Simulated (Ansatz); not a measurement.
System: ClH2OSn (SMILES [OH2+][Sn][Cl]) (charge +1).

```xyz
5

Cl    2.5758    1.7168   -2.4077
O     1.1281    1.2915    0.3181
Sn    0.5816    2.5436   -1.5135
H     1.9509    0.7683    0.3176
H     0.6791    1.1562    1.1708
```

Geometry: r2SCAN-D4/def2-SVP; core potentials replace the inner electrons of Sn.

All numbers below come from isolated molecule in a Gaussian basis; Kohn-Sham density functional theory, functional PBE0 (Ansatz).

Question: What can the converged electron density and electron localisation function tell about the bonding?

Answer: Sn–O (2.28 Å): ρ at the midpoint is about 0.38 e/Å³; the ELF is about 0.15 at the midpoint.
Sn–Cl (2.34 Å): the density is about 0.61 e/Å³ at the midpoint; the ELF peaks at about 0.80 in the valence shell of Cl, 0.8 Å from its nucleus, and drops to about 0.20 between the two atoms.
O–H (0.97 Å): ρ at the midpoint is about 3.8 e/Å³; the ELF climbs to about 1 towards the hydrogen, as it does in any bond to H (a covalent bond by its length).

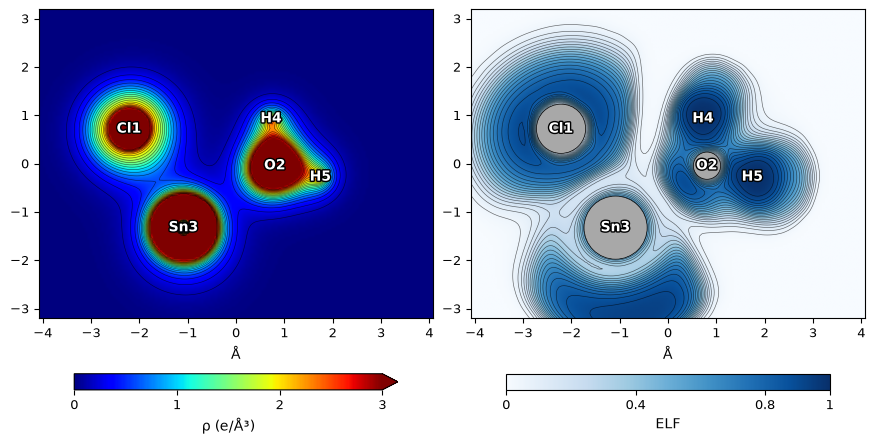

Computed electron density and electron localisation function on the molecular plane, in this order. Grey discs cover the atomic cores in the ELF map. 
